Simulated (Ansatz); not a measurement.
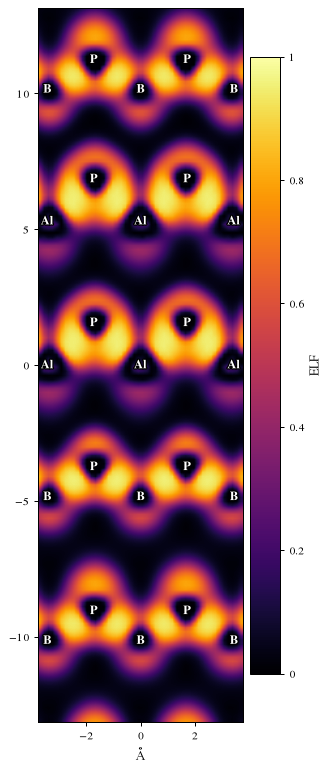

The picture shows: Al$_{2}$B$_{3}$P$_{5}$. Electron localisation function on the (100) plane of the conventional cell.

Space group I-4m2; a structure generated by program, which may or may not match a known phase.

Computed with DFT PBE, scalar-relativistic, plane waves, PAW in Ansatz.

Describe what can be read from this map.

Atoms in the plane: Al, B and P. B–P (2.03 Å): the ELF peaks at about 0.95 between the atoms: localised, covalent bonding. Al–P (2.32 Å): the ELF peaks at about 0.95 between the atoms, as expected for localised, covalent bonding.
